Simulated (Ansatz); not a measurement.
## What a change does: single-point calculation on C3H6AlN

System: C3H6AlN, SMILES N=[CH][Al]1[CH2][CH2]1.
Method of run 1: RKS SPW92 (LDA)/def2-TZVPP (Ansatz 0.2.0).

The geometry comes from this level: PBE0-D4/def2-TZVP. Text and figures count atoms from 1; the logs count them from 0 in places.

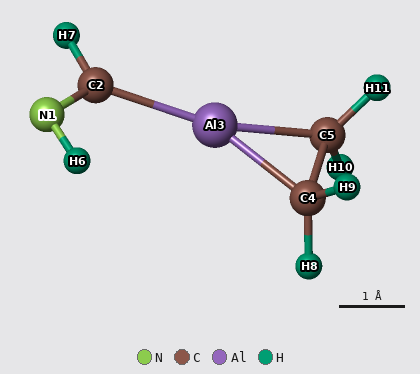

Figure 1. The structure as given in the input (ball-and-stick view, seen at an oblique angle; atoms are numbered from 1 in the order of the input). Sticks mark near contacts.

### Input file, run 1
```yaml
crystal:
  periodic: [false, false, false]
  atoms:
    - {symbol: N, position_ang: [0.062231, 2.870849, 0.940696]}
    - {symbol: C, position_ang: [0.807999, 2.073910, 0.284406]}
    - {symbol: Al, position_ang: [0.318683, 0.194557, -0.093540]}
    - {symbol: C, position_ang: [-0.921724, -1.241724, 0.050461]}
    - {symbol: C, position_ang: [0.419588, -1.595237, -0.729639]}
    - {symbol: H, position_ang: [-0.806908, 2.421500, 1.238864]}
    - {symbol: H, position_ang: [1.755074, 2.507316, -0.060351]}
    - {symbol: H, position_ang: [-1.821954, -1.290086, -0.560313]}
    - {symbol: H, position_ang: [-1.068892, -1.802158, 0.972239]}
    - {symbol: H, position_ang: [0.280985, -1.849838, -1.778915]}
    - {symbol: H, position_ang: [1.040218, -2.346089, -0.243207]}
basis:
  gaussian: {orbitals: def2-TZVPP}
hamiltonian: {xc: lda}
output: {orbitals: {seedname: orbitals}}
```

Command:
```bash
ansatz run in.yaml --threads 4 --pin off --events-out ev --progress --plain --max-ram 10444MiB
```

Hardware: 4 CPU threads, shared host.

### Output (run 1)
```
Functional definition: SPW92
  exchange = slater_x
  correlation = pw_c
1318 factors; their error is unknown
mean field evaluation 1: about -11198.8538 eV, gradient 1.0e2 eV
mean field evaluation 2: about -11095.4211 eV, gradient 1.9e2 eV
mean field evaluation 4: about -11220.0066 eV, gradient 4.5e1 eV
mean field evaluation 8: about -11224.3101 eV, gradient 2.7e-1 eV
mean field evaluation 16: about -11224.2880 eV, gradient 1.9e-3 eV
mean field -11224.28796621 eV, -412.4849746627 hartree, gradient 2.2e-5 eV, S^2 0.000000; 0 other end points of the search recorded, 0 dependent functions left out
reference -11224.28800847 eV, -412.4849762156 hartree; 22, 22 occupied and 228, 228 virtual orbitals, 1318 factors
Total energy: -11224.28800847 eV, -412.4849762156 hartree
```

For run 2 the input was changed thus:
```diff
-hamiltonian: {xc: lda}
+correlation: {method: ccsd_t}
```

What does this change do to the results?

The total energies belong to different methods, so their difference says nothing on which is more stable or more accurate. The HOMO goes from −5.00 to −8.60 eV. The LUMO goes from −3.20 to 1.09 eV.

### Output (run 2)
```
Functional definition: HF
  exchange = exact_x
  correlation = 0
1479 factors; integrals over basis functions are off by at most 9.4e-4 eV
mean field evaluation 1: about -11244.4231 eV, gradient 4.6e1 eV
mean field evaluation 2: about -11244.6462 eV, gradient 4.6e1 eV
mean field evaluation 4: about -11250.0208 eV, gradient 4.6e0 eV
mean field evaluation 8: about -11250.1299 eV, gradient 4.9e-1 eV
mean field evaluation 16: about -11250.1319 eV, gradient 1.6e-6 eV
mean field -11250.13187401 eV, -413.4347207566 hartree, gradient 1.6e-6 eV, S^2 0.000000; 0 other end points of the search recorded, 0 dependent functions left out; unrestricted orbitals would lower it
9 core orbitals not correlated: weight in the atoms' cores, before any rotation towards them, 1.000 or more for the frozen orbitals, at most 0.000 for the correlated occupied ones
reference -11250.13187401 eV, -413.4347207566 hartree; 13, 13 occupied and 228, 228 virtual orbitals, 1479 factors
second order -21.05592962 eV of doubles, -0.00000000 eV of singles
cycle   1  -21.40400090 eV  change   -3.5e-1 eV  update   1.0e-1
cycle   2  -21.96329811 eV  change   -5.6e-1 eV  update   3.3e-2
cycle   3  -22.08395014 eV  change   -1.2e-1 eV  update   1.6e-2
cycle   4  -22.07889234 eV  change    5.1e-3 eV  update   4.6e-3
cycle   5  -22.07896655 eV  change   -7.4e-5 eV  update   2.3e-3
cycle   6  -22.07959206 eV  change   -6.3e-4 eV  update   7.0e-4
cycle   7  -22.07926808 eV  change    3.2e-4 eV  update   3.3e-4
cycle   8  -22.07922877 eV  change    3.9e-5 eV  update   1.3e-4
cycle   9  -22.07924934 eV  change   -2.1e-5 eV  update   5.0e-5
cycle  10  -22.07923153 eV  change    1.8e-5 eV  update   2.0e-5
perturbative correction -1.02910082 eV, -0.0378187575 hartree
Total energy: -11273.24020636 eV, -414.2839363070 hartree
```

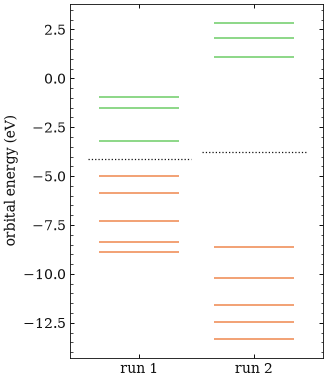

Figure 2. The five highest filled and three lowest empty orbital energies of the two runs; the dotted lines part filled from empty levels. The HOMO–LUMO gap is 1.81 eV in run 1 and 9.69 eV in run 2.

### The two runs side by side

| quantity | run 1 | run 2 |
| --- | --- | --- |
| outcome | converged | converged |
| total energy (hartree) | −412.484976 | −414.283936 |
| HOMO (eV) | −5.00 | −8.60 |
| LUMO (eV) | −3.20 | 1.09 |
| basis functions | 250 | 250 |
| wall time (shared host) | 1 s | 75 s |
